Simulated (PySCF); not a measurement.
# C6H10Ge: electronic excitations

Wanted: the electronic excitations of C6H10Ge (`C=C=C=C(C)[CH2][GeH3]`), by calculation.

Programs: PySCF 2.14.0, with density-fitted response routines of our own. Each step states its level of theory. These are calculated values for one molecule in the gas phase, unless marked as measured. Atoms are numbered from 0 throughout.

**1. Starting geometry**

17 atoms, charge 0, multiplicity 1; geometry from: GFN2-xTB.

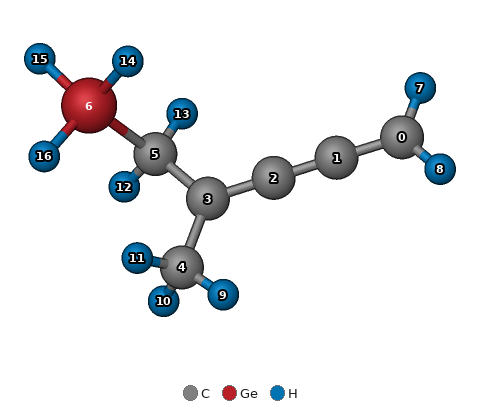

The starting geometry (carbon grey, germanium red, hydrogen blue), atoms numbered.

**2. Excited states and response: PBE0/def2-SVPD**

Job settings and geometry (Å):

```
{"job": {"kind": "uv", "xc": "PBE0", "basis": "def2-SVPD", "nstates": 8, "ntriplets": 3}, "charge": 0, "multiplicity": 1}
C      3.700367     0.215631     0.300974
C      2.428646    -0.027937     0.110881
C      1.208796    -0.272033    -0.067805
C     -0.066422    -0.520449    -0.284242
C     -0.703905    -1.804382     0.149510
C     -0.954772     0.475998    -0.953251
Ge    -2.137972     1.422871     0.331302
H      4.150908     1.138972    -0.025726
H      4.343683    -0.497787     0.790402
H      0.009672    -2.440782     0.666894
H     -1.094635    -2.341686    -0.715768
H     -1.542144    -1.592362     0.816730
H     -1.586088    -0.024677    -1.691613
H     -0.357228     1.227515    -1.472724
H     -1.346410     2.099653     1.402092
H     -2.958118     2.458313    -0.374113
H     -3.101375     0.495173     1.006548
```

Level: TDDFT PBE0/def2-SVPD, vertical, gas phase, core orbitals frozen in the response.

Started as:

```sh
$ OMP_NUM_THREADS=1 python probes_run.py task.json out
```

The driver reads the jobs from task.json and runs them one after another.

Standard output:

```text
coarse grid: 63216 points
cycle   1  E = -2310.5360871640  dE =  1.623e-01  |g| = 4.969e-01  |ddm| = 1.607e+01
cycle   2  E = -2310.5258699217  dE =  1.022e-02  |g| = 5.544e-01  |ddm| = 2.575e+00
cycle   3  E = -2310.5841706469  dE = -5.830e-02  |g| = 8.679e-02  |ddm| = 1.238e+00
cycle   4  E = -2310.5857019630  dE = -1.531e-03  |g| = 4.619e-02  |ddm| = 2.442e-01
cycle   5  E = -2310.5862577724  dE = -5.558e-04  |g| = 1.577e-02  |ddm| = 1.035e-01
cycle   6  E = -2310.5863242246  dE = -6.645e-05  |g| = 3.036e-03  |ddm| = 3.579e-02
cycle   7  E = -2310.5863265837  dE = -2.359e-06  |g| = 1.036e-03  |ddm| = 9.512e-03
final grid: 134008 points
cycle   8  E = -2310.5863047932  dE =  2.791e-07  |g| = 1.550e-03  |ddm| = 1.900e-02
cycle   9  E = -2310.5863035698  dE =  1.223e-06  |g| = 2.609e-03  |ddm| = 8.989e-03
cycle  10  E = -2310.5863054380  dE = -1.868e-06  |g| = 2.593e-04  |ddm| = 5.500e-03
cycle  11  E = -2310.5863054548  dE = -1.676e-08  |g| = 6.429e-05  |ddm| = 5.245e-04
cycle  12  E = -2310.5863054560  dE = -1.210e-09  |g| = 8.264e-06  |ddm| = 1.284e-04
cycle  13  E = -2310.5863054560  dE = -1.364e-11  |g| = 4.350e-06  |ddm| = 3.547e-05
converged SCF energy = -2310.5863054560

Static polarisability (au): isotropic 120.194, principal 78.897 93.063 188.622

Singlet excitations
state   eV       nm        f      main configurations
  1   4.3099    287.7   0.00318   H-1->L 0.98
  2   4.9597    250.0   0.68206   H->L 0.93
  3   5.5211    224.6   0.00164   H->L+3 0.50, H->L+2 0.39
  4   5.7231    216.6   0.00639   H->L+1 0.91
  5   6.2475    198.5   0.03051   H->L+2 0.54, H->L+3 0.38
  6   6.5547    189.2   0.00192   H->L+4 0.97
  7   6.6777    185.7   0.01906   H-1->L+1 0.90
  8   6.8657    180.6   0.01229   H->L+5 0.67, H->L+6 0.17

Triplet excitations (Tamm-Dancoff, eV): 2.5992 3.9956 5.0793
```

Run time: 2.7 min. Hardware: 1 thread of Intel Xeon at 2.50GHz, shared host; peak memory 0.96 GiB.

Frontier orbitals and where they lie:

```
orbital     eV                         atoms
 HOMO−3  -9.42  Ge6 38 %, H16 23 %, H14 19 %
 HOMO−2  -9.17     C1 22 %, C5 19 %, C2 14 %
 HOMO−1  -7.30      C1 35 %, C2 34 %, C0 9 %
   HOMO  -6.34     C0 25 %, C3 20 %, C2 17 %
   LUMO  -1.26     C0 23 %, C3 22 %, C1 17 %
 LUMO+1   0.35      Ge6 33 %, C4 9 %, C5 8 %
 LUMO+2   0.64   Ge6 28 %, C5 10 %, H16 10 %
```

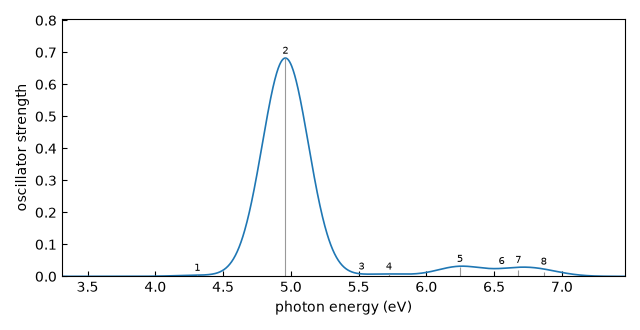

Absorption spectrum from the 8 singlet states computed; above the last one it falls off for lack of states. Lines are broadened to a width of 0.40 eV (Gaussian).

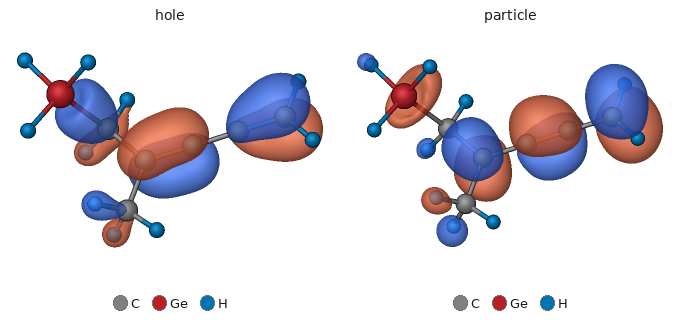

Leading natural transition orbitals of singlet state 2: the electron leaves the hole (left) for the particle orbital (right).

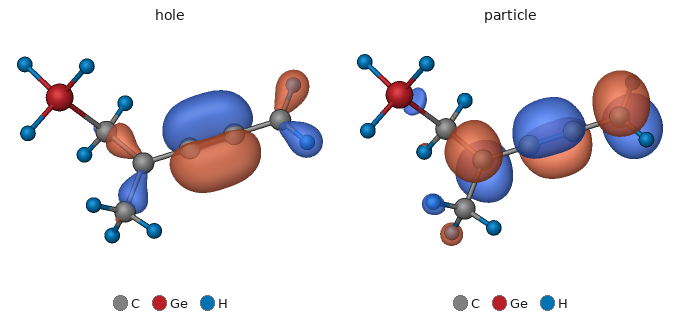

Leading natural transition orbitals of singlet state 1: the electron leaves the hole (left) for the particle orbital (right).

Further results of this job:

| property | computed |
| --- | --- |
| dipole moment (D) | 1.06 |
| polarisability (Å³) | 17.81 |
| HOMO–LUMO gap (eV) | 5.08 |
| −ε(HOMO) (eV) | 6.34 |

The fields below are evaluated on a grid from the run's orbitals.

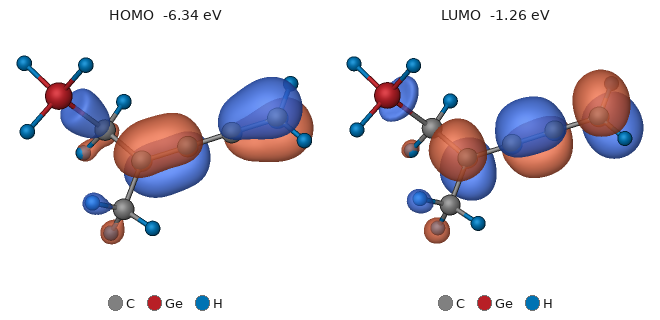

PBE0/def2-SVPD orbitals near the gap, drawn at the value that encloses 70 % of each; the two colours are the two signs.

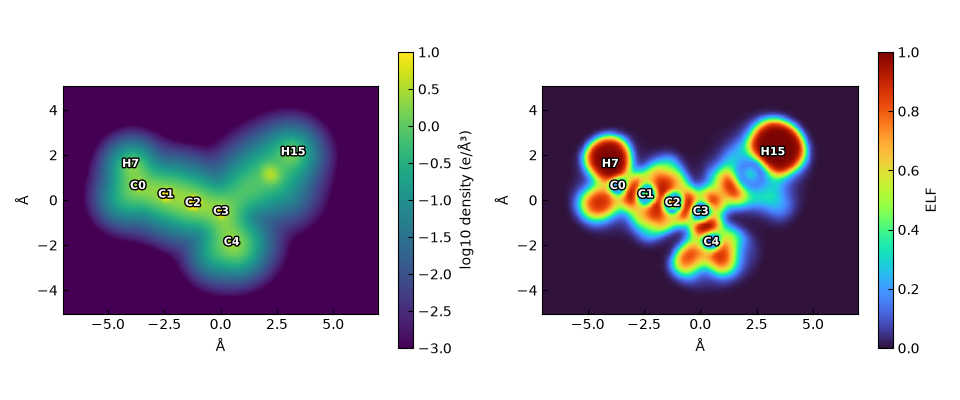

Density (left) and ELF (right) in a plane through or near 7 of the atoms.

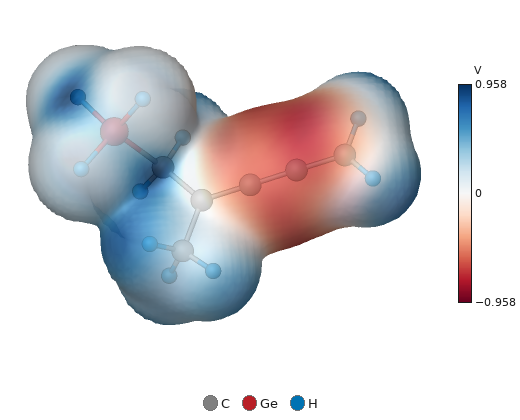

Electrostatic potential on the surface of density 0.002 e/bohr³; red is low, blue high. It runs, from the 1st to the 99th percentile, from -0.74 V near C1 to 0.96 V near H12.

**3. Outcome**

| quantity | value |
| --- | --- |
| lowest singlet (PBE0/def2-SVPD) | 4.31 eV (288 nm), f = 0.003 |
| brightest single state of those computed | state 2, 4.96 eV, f = 0.682 |
| lowest triplet | 2.60 eV |
| surface potential, 1st and 99th percentile | -0.74 V and 0.96 V |

In words: The first singlet state (HOMO−1→LUMO 0.98) lies at 4.31 eV and is weak; of the 8 states computed, the strongest absorption comes from state 2 at 4.96 eV. The lowest triplet lies 1.71 eV below the lowest singlet (triplets in Tamm-Dancoff, singlets in full TDDFT). By nearest atom (PBE0/def2-SVPD), the HOMO sits on C0, C3 about 24 % each; C2 18 % and the LUMO on C3 26 %; C0 20 %.
